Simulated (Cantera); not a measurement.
Input: 1 mol Cr, 2.3 mol N₂O, at 2500 K.

Cantera equilibrium calculation (NASA polynomials, part measured and part estimated; ideal gas, pure solids and liquids). Candidate condensed phases: Cr, CrN, Cr₂N, Cr₂O₃; 14 gas species. The numbers say what is thermodynamically allowed, not how fast it happens.

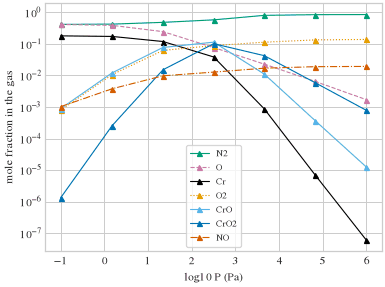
Figure: Equilibrium gas composition (values under 1e-9 drawn at 1e-9)

Task: Read off the mole fractions at 22.0 Pa.

Result: N₂ about 0.48, O about 0.24, Cr about 0.12, CrO about 0.076, O₂ about 0.062, CrO₂ about 0.015, NO about 0.0097.
